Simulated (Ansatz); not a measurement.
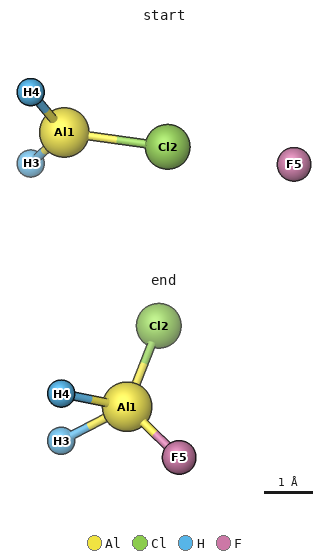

The structure of AlH2ClF (multiplicity 2) before (top) and after (bottom) a relaxation, at one scale.

The picture is a ball-and-stick view, seen from a free direction.

The run prepares an end point of a later path (reaction) calculation, from a guessed geometry.

Level of theory: Ansatz, UKS PBE-D4/6-31G*. Set-up: collinear spin; force threshold 0.03 eV/Å; at most 50 steps.

Describe what moved and what it gained.

Answer. After 34 geometry steps the energy has fallen by 341.7 kJ/mol. The largest force component goes from 0.76 to 0.0051 eV/Å. The forces were under the threshold at step 4, but the run went on from there. The atom that moves furthest after the best rigid fit is F5 (2.51 Å). By element the largest moves are F 2.51 Å, Cl 2.13 Å, Al 1.34 Å, H 1.00 Å. Some distances before and after: Al1–F5 4.893 → 1.664 Å, Al1–H3 1.595 → 1.695 Å, Al1–Cl2 2.201 → 2.107 Å. New bonds form, among them: Al1–F5 (4.89 → 1.66 Å). Among the angles between lasting bonds that change: H3–Al1–H4 126.7° → 67.6°, Cl2–Al1–H3 116.7° → 113.8°. The run took 110 s on 1 thread of Arm Neoverse V1, on a shared host, peak memory 0.15 GiB.

Limits of the set-up: the start holds two separate molecules, 2.7 Å apart at their closest, whose relative position is a soft coordinate.
